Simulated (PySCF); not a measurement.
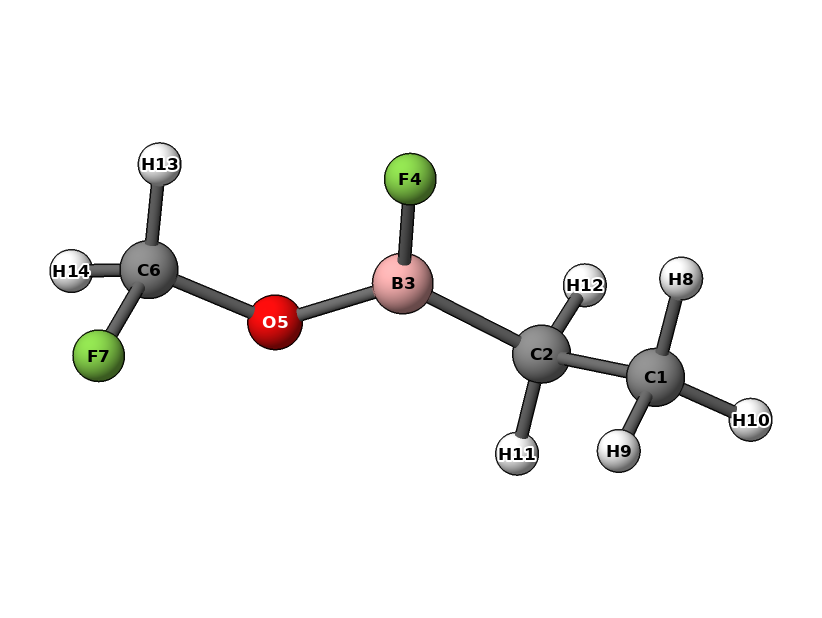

The questions are on isotropic NMR shieldings of the H atoms. Computed geometry: GFN2-xTB optimisation. No frequency run is at hand to confirm it as a minimum. Properties computed with GIAO PBE0/pcSseg-1 NMR shielding, non-relativistic, gas phase (PySCF 2.14.0).

List the isotropic NMR shieldings of the H atoms.

```csv
atom,σ (ppm)
H8,30.50
H9,30.80
H10,30.57
H11,30.66
H12,30.77
H13,25.35
H14,25.96
```

The geometry is semi-empirical. Around B such bond lengths and angles can be off by a tenth of an ångström or more and by several degrees, and values that hang on the shape move with them.
